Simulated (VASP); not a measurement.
Band structure of RbCl (relaxed from the zinc blende structure, space group F-43m). Calculation: PBE GGA, VASP's PBE PAW potentials (set 64) (plane waves; VASP).

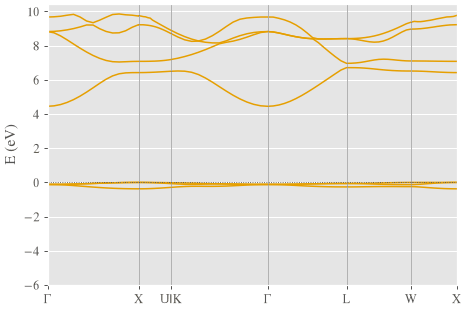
Fig. 1. Bands along high-symmetry lines, zero at the valence-band maximum or, without a gap, the Fermi level

Problem. Read the plot: is there a gap, and where are the band edges?

Solution. The gap is indirect, 4.45 eV, from the valence maximum at W to the conduction minimum at Γ. (Edges off the drawn lines would not show.)

The structure was generated: RbCl was put into the zinc blende type (F-43m), which need not be its known phase. It was relaxed first.
